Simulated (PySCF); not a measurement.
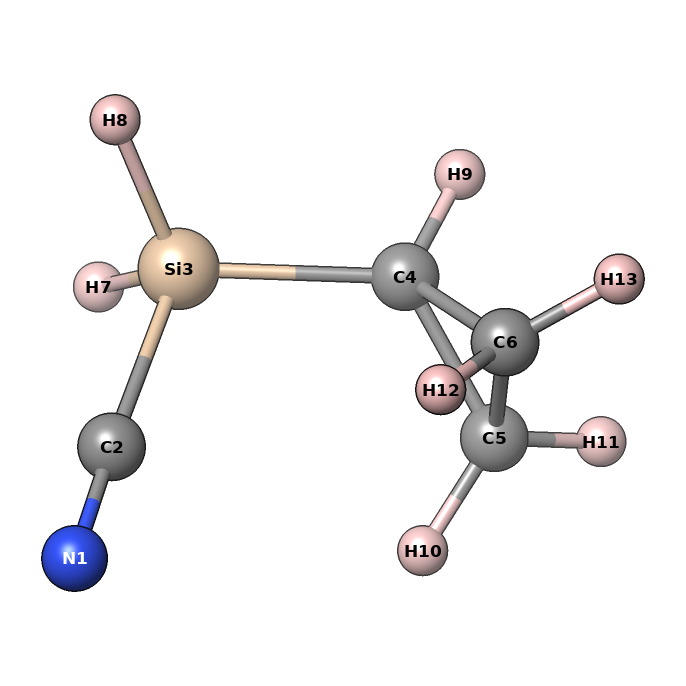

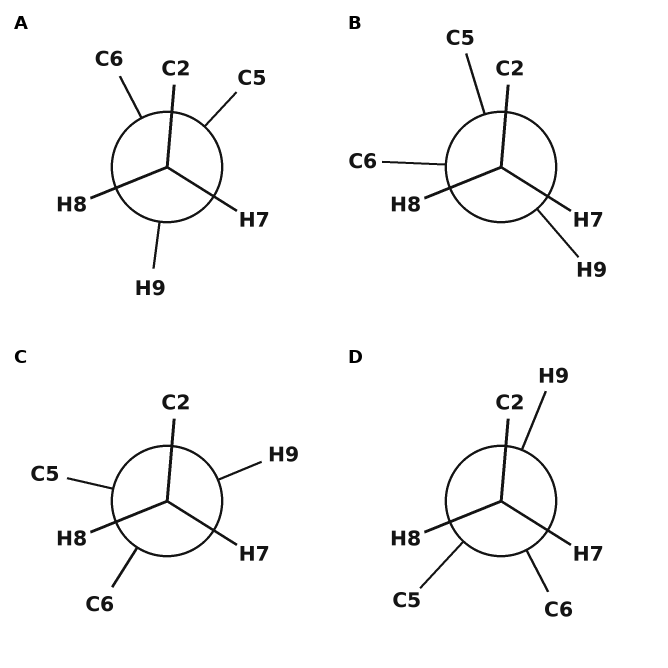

Depth is shown by fading: the farther an atom, the more it takes the colour of the background. Bonds that would overlap in a projection are set slightly apart. Computed geometry: PBE0-D3(BJ)/def2-SVP optimisation. No frequency run is at hand to confirm it as a minimum.

Question: Which Newman projection shows the view along Si3–C4, with Si3 in front?

Answer: A. The torsion angle C2–Si3–C4–C5 is 38°, synclinal (gauche).
